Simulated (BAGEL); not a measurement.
**triplet BHSeCl2 at 4 levels**

We compute a comparison of 4 runs (UHF/3-21G, ROHF/cc-pVDZ, ROHF/6-31G*, UHF/6-31G*) of triplet BHSeCl2. 

The calculation is run with BAGEL 1.2.2.

3 further runs of the same task are left out: 1 that didn't finish, 2 set aside as unsound or not needed. Runs told in other sessions of the task aren't counted.

### Step 1. The structure to begin with

BHSeCl2 has 5 atoms, charge 0, and is taken as a triplet. As SMILES of the parent species, `ClB(Cl)[SeH]`. The shape is that of a PBE0-D4/def2-TZVP optimisation. That shape belongs to the parent species and isn't relaxed for this state.

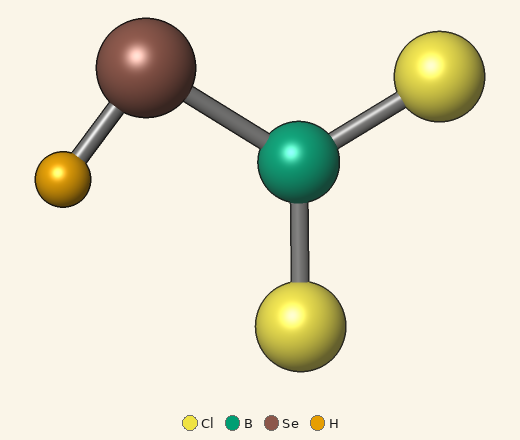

Viewed from a chosen angle; chlorine yellow, boron teal, selenium brown, hydrogen amber.

### Step 2. A single-point energy at UHF/3-21G (density fitting with qzvpp-jkfit) (run 1)

job.json

```json
{ "bagel": [

{
  "title": "molecule",
  "basis": "3-21g",
  "df_basis": "qzvpp-jkfit",
  "angstrom": "true",
  "geometry": [
    { "atom": "Cl", "xyz": [    0.365300,    0.131400,    1.782000 ] },
    { "atom": "B", "xyz": [    0.312300,   -0.421300,    0.129200 ] },
    { "atom": "Cl", "xyz": [    1.157600,   -1.879500,   -0.325000 ] },
    { "atom": "Se", "xyz": [   -0.651400,    0.512100,   -1.253700 ] },
    { "atom": "H", "xyz": [   -1.134100,    1.583700,   -0.373900 ] }
  ]
},
{ "title": "uhf", "nopen": 2 },
{ "title": "print", "file": "orbitals.molden", "orbitals": "true" }

]}
```

On the command line:

```bash
$ BAGEL_NUM_THREADS=1 BAGEL job.json > job.out
```

Output:

```text
* using 1 threads per process

  ===============================================================
  ===============================================================

  *** Geometry ***

  { "atom" : "Cl", "xyz" : [      0.690317,      0.248310,      3.367492 ] },
  { "atom" : "B", "xyz" : [      0.590161,     -0.796142,      0.244153 ] },
  { "atom" : "Cl", "xyz" : [      2.187547,     -3.551740,     -0.614161 ] },
  { "atom" : "Se", "xyz" : [     -1.230968,      0.967729,     -2.369150 ] },
  { "atom" : "H", "xyz" : [     -2.143138,      2.992759,     -0.706569 ] },

  Number of auxiliary basis functions:      615

  Since a DF basis is specified, we compute 2- and 3-index integrals:
    o Being stored without compression. Storage requirement is 0.017 GB

  Number of basis functions:       59
  Number of electrons      :       74

    * METHOD: MOLECULE                             0.32

  *** Open-shell HF ***

  === Nuclear Repulsion ===
   359.6938846929

      * DIIS with orbital gradients will be used.

  === UHF iteration (3-21g) ===
      0      -3328.02534865          0.01908255           0.19
      1      -3328.10187801          0.00701494           0.18
      2      -3328.10984802          0.00235888           0.19
      3      -3328.11121656          0.00073185           0.18
      4      -3328.11157940          0.00017987           0.18
      5      -3328.11164548          0.00008580           0.18
      6      -3328.11167144          0.00001440           0.19
      7      -3328.11167395          0.00000560           0.18
      8      -3328.11167520          0.00000128           0.18
      9      -3328.11167550          0.00000054           0.18
     10      -3328.11167563          0.00000031           0.18
     11      -3328.11167569          0.00000019           0.18
     12      -3328.11167572          0.00000008           0.18
     13      -3328.11167572          0.00000004           0.18
     14      -3328.11167572          0.00000002           0.18
     15      -3328.11167572          0.00000001           0.18
     16      -3328.11167572          0.00000001           0.18
     17      -3328.11167572          0.00000001           0.18
    * SCF iteration converged.

    * S^2 (UHF) is 2.0188

    * Permanent dipole moment:
           (    1.506888,    -1.659563,     1.641245) a.u.

    * METHOD: UHF                                  3.47

    * METHOD: PRINT                                0.01

  ===============================================================
```

Run time: 4.2 s. Hardware: 1 thread of Arm Neoverse V1, shared host; peak memory 0.12 GiB.

### Step 3. The energy at ROHF/cc-pVDZ (density fitting with qzvpp-jkfit) (run 2)

input.json

```json
{ "bagel" : [

{
  "title" : "molecule",
  "basis" : "cc-pvdz.json",
  "df_basis" : "qzvpp-jkfit",
  "angstrom" : true,
  "geometry" : [
    { "atom" : "Cl", "xyz" : [       0.365300,       0.131400,       1.782000 ] },
    { "atom" : "B", "xyz" : [       0.312300,      -0.421300,       0.129200 ] },
    { "atom" : "Cl", "xyz" : [       1.157600,      -1.879500,      -0.325000 ] },
    { "atom" : "Se", "xyz" : [      -0.651400,       0.512100,      -1.253700 ] },
    { "atom" : "H", "xyz" : [      -1.134100,       1.583700,      -0.373900 ] }
  ]
},

{
  "title" : "rohf",
  "nopen" : 2
},

{
  "title" : "print",
  "file" : "orbitals.molden",
  "orbitals" : true
}

]}
```

The basis set cc-pVDZ is read from a file made from the Basis Set Exchange's data (not shown).

On the command line:

```bash
$ BAGEL_NUM_THREADS=1 BAGEL input.json > input.out
```

Output:

```text
* using 1 threads per process

  ===============================================================
  ===============================================================

  *** Geometry ***

  { "atom" : "Cl", "xyz" : [      0.690317,      0.248310,      3.367492 ] },
  { "atom" : "B", "xyz" : [      0.590161,     -0.796142,      0.244153 ] },
  { "atom" : "Cl", "xyz" : [      2.187547,     -3.551740,     -0.614161 ] },
  { "atom" : "Se", "xyz" : [     -1.230968,      0.967729,     -2.369150 ] },
  { "atom" : "H", "xyz" : [     -2.143138,      2.992759,     -0.706569 ] },

  Number of auxiliary basis functions:      615

  Since a DF basis is specified, we compute 2- and 3-index integrals:
    o Being stored without compression. Storage requirement is 0.033 GB

  Number of basis functions:       82
  Number of electrons      :       74

    * METHOD: MOLECULE                             0.40

  *** Open-shell HF ***

  === Nuclear Repulsion ===
   359.6938846929

      * DIIS with orbital gradients will be used.

  === ROHF iteration (cc-pvdz.json) ===
      0      -3343.89357498          0.01949945           0.26
      1      -3344.00689450          0.00717189           0.26
      2      -3344.01990299          0.00255203           0.26
      3      -3344.02177315          0.00070991           0.26
      4      -3344.02202648          0.00022681           0.26
      5      -3344.02208558          0.00008987           0.27
      6      -3344.02209792          0.00002761           0.27
      7      -3344.02210701          0.00000702           0.26
      8      -3344.02210958          0.00000243           0.26
      9      -3344.02211023          0.00000066           0.26
     10      -3344.02211046          0.00000025           0.27
     11      -3344.02211051          0.00000012           0.26
     12      -3344.02211053          0.00000006           0.27
     13      -3344.02211055          0.00000005           0.26
     14      -3344.02211055          0.00000003           0.26
     15      -3344.02211055          0.00000001           0.26
     16      -3344.02211055          0.00000001           0.26
    * SCF iteration converged.

    * S^2 (ROHF) is 2.0000

    * Permanent dipole moment:
           (    1.299713,    -1.433965,     1.408628) a.u.

    * METHOD: ROHF                                 4.73

    * METHOD: PRINT                                0.02

  ===============================================================
```

Run time: 5.4 s. Hardware: 1 thread of Arm Neoverse V1, shared host; peak memory 0.16 GiB.

Run 3 isn't shown in full; the table further down has it.

### Step 4. A single-point energy at UHF/6-31G(d) (density fitting with qzvpp-jkfit, spherical functions) (run 4)

job.json

```json
{ "bagel" : [

{
  "title" : "molecule",
  "basis" : "6-31gs.json",
  "df_basis" : "qzvpp-jkfit",
  "angstrom" : true,
  "geometry" : [
    { "atom" : "Cl", "xyz" : [    0.365300,    0.131400,    1.782000 ] },
    { "atom" : "B", "xyz" : [    0.312300,   -0.421300,    0.129200 ] },
    { "atom" : "Cl", "xyz" : [    1.157600,   -1.879500,   -0.325000 ] },
    { "atom" : "Se", "xyz" : [   -0.651400,    0.512100,   -1.253700 ] },
    { "atom" : "H", "xyz" : [   -1.134100,    1.583700,   -0.373900 ] }
  ]
},
{ "title" : "uhf", "nopen" : 2 },
{ "title" : "print", "file" : "orbitals.molden", "orbitals" : true }

]}
```

The basis set 6-31G* is read from a file made from the Basis Set Exchange's data (not shown).

On the command line:

```bash
$ BAGEL_NUM_THREADS=1 BAGEL job.json > job.out
```

Output:

```text
* using 1 threads per process

  ===============================================================
  ===============================================================

  *** Geometry ***

  { "atom" : "Cl", "xyz" : [      0.690317,      0.248310,      3.367492 ] },
  { "atom" : "B", "xyz" : [      0.590161,     -0.796142,      0.244153 ] },
  { "atom" : "Cl", "xyz" : [      2.187547,     -3.551740,     -0.614161 ] },
  { "atom" : "Se", "xyz" : [     -1.230968,      0.967729,     -2.369150 ] },
  { "atom" : "H", "xyz" : [     -2.143138,      2.992759,     -0.706569 ] },

  Number of auxiliary basis functions:      615

  Since a DF basis is specified, we compute 2- and 3-index integrals:
    o Being stored without compression. Storage requirement is 0.035 GB

  Number of basis functions:       84
  Number of electrons      :       74

    * METHOD: MOLECULE                             0.44

  *** Open-shell HF ***

  === Nuclear Repulsion ===
   359.6938846929

      * DIIS with orbital gradients will be used.

  === UHF iteration (6-31gs.json) ===
      0      -3343.63286565          0.01434948           0.29
      1      -3343.69657843          0.00440133           0.29
      2      -3343.70409233          0.00151868           0.29
      3      -3343.70542064          0.00062018           0.29
      4      -3343.70583907          0.00018229           0.27
      5      -3343.70590473          0.00007506           0.27
      6      -3343.70591790          0.00001829           0.27
      7      -3343.70591982          0.00000574           0.27
      8      -3343.70592041          0.00000224           0.27
      9      -3343.70592056          0.00000100           0.27
     10      -3343.70592062          0.00000072           0.28
     11      -3343.70592065          0.00000042           0.27
     12      -3343.70592066          0.00000027           0.27
     13      -3343.70592066          0.00000018           0.28
     14      -3343.70592066          0.00000011           0.27
     15      -3343.70592066          0.00000007           0.27
     16      -3343.70592066          0.00000004           0.28
     17      -3343.70592066          0.00000003           0.27
     18      -3343.70592066          0.00000002           0.27
     19      -3343.70592066          0.00000001           0.27
    * SCF iteration converged.

    * S^2 (UHF) is 2.0232

    * Permanent dipole moment:
           (    1.362466,    -1.494390,     1.500319) a.u.

    * METHOD: UHF                                  5.82

    * METHOD: PRINT                                0.02

  ===============================================================
```

Wall time 6.6 s (1 thread of Arm Neoverse V1, shared host); peak memory 0.16 GiB.

### Step 5. All runs side by side

| run | level | energy (Eh) | dipole moment (D) | ⟨S²⟩ | wall time |
| --- | --- | --- | --- | --- | --- |
| 1 | UHF/3-21G (density fitting with qzvpp-jkfit) | -3328.111676 | 7.06 | 2.019 | 4.2 s |
| 2 | ROHF/cc-pVDZ (density fitting with qzvpp-jkfit) | -3344.022111 | 6.08 | 2.000 | 5.4 s |
| 3 | ROHF/6-31G* (density fitting with qzvpp-jkfit, spherical functions) | -3343.697838 | 6.39 | 2.000 | 6.9 s |
| 4 | UHF/6-31G* (density fitting with qzvpp-jkfit, spherical functions) | -3343.705921 | 6.40 | 2.023 | 6.6 s |

### Step 6. What came out

| quantity | value |
| --- | --- |
| run 4: total energy | -3343.70592 Eh |
| run 4: dipole moment | 6.40 D |
| run 4: ⟨S²⟩ | 2.023 |

In words: The dipole moment (its size) runs from 6.08 D (ROHF/cc-pVDZ) to 7.06 D (UHF/3-21G). The two ends differ in method and basis. All runs together took 23 s, the longest 6.9 s.
